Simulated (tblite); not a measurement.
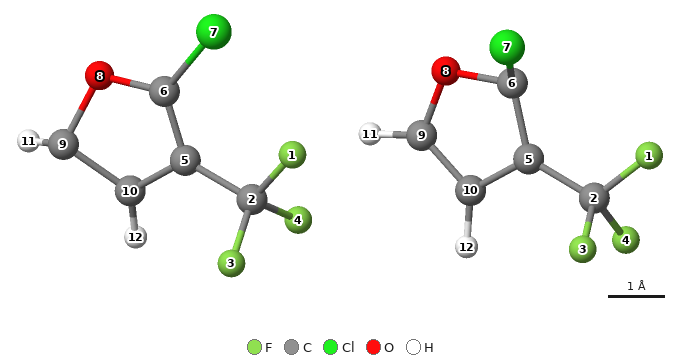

Two geometries of C$_{5}$H$_{2}$ClF$_{3}$O (charge −1, multiplicity 2), drawn at one scale. One is the start of a relaxation, the other its converged end. A ball-and-stick model, seen from a free direction.

Level of theory: GFN2-xTB geometry optimisation, gas phase (tblite 0.8.0). 

### Which geometry has the lower energy?

The right one is the relaxed one. The atom that moves furthest after the best rigid fit is Cl7 (1.10 Å). By element the largest moves are Cl 1.10 Å, F 0.60 Å, H 0.53 Å, C 0.51 Å, O 0.18 Å. Among the contacts that change: C6–Cl7 1.767 → 1.998 Å, C9–C10 1.495 → 1.356 Å, C5–C6 1.338 → 1.417 Å, O8–C9 1.443 → 1.365 Å. Bond angles that change, for instance: C10–C9–H11 112.0° → 132.3°, Cl7–C6–O8 126.6° → 108.6°, O8–C9–C10 98.7° → 110.7°. Over 90 geometry steps the energy falls by 1.831 eV.
